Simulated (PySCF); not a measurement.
CH3GaI2, SMILES [CH3][Ga]([I])[I] at its B3LYP/def2-SVP optimised geometry (Å):

```
7

Ga    -0.3018     0.1326     0.0000
I      2.2188     0.1326     0.0000
I     -1.4279     2.3885     0.0000
C     -1.3455    -1.5403     0.0251
H     -2.2188    -1.4459    -0.6369
H     -1.7019    -1.7101     1.0538
H     -0.7197    -2.3885    -0.2857
```

Method: B3LYP/def2-TZVP, def2 effective core potentials past Kr (PySCF). The core electrons that the potentials of I replace are not part of the density. Cells within 0.4 Å of a nucleus heavier than hydrogen are left out (blank, or x).

Map of the deformation density (molecule minus spherical neutral atoms) (e/bohr³) on the plane z = 0.0 Å:

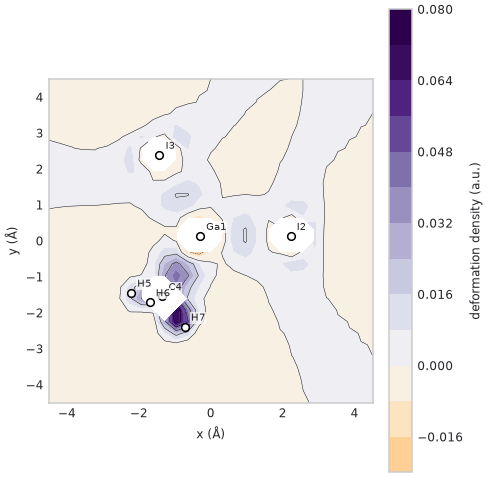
Figure. Deformation density (molecule minus spherical neutral atoms) (e/bohr³) on the plane z = 0.0 Å.
